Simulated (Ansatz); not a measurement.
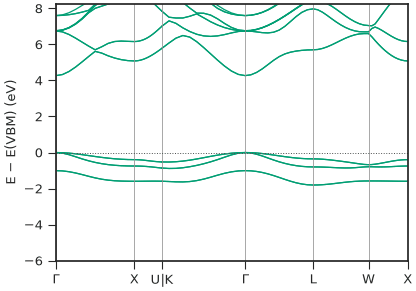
Band structure from r²SCAN with spin–orbit coupling in the plane-wave PAW code Ansatz

Question: Read off the gap and where the band edges lie.

Answer: About 4.3 eV (4.27 eV by a search for the band edges); maximum at Γ, minimum at Γ.

The material is KI (rock salt, Fm-3m).

The cell was relaxed with r²SCAN under the symmetry of its start.

Potentials: the later of the program's two PAW sets.
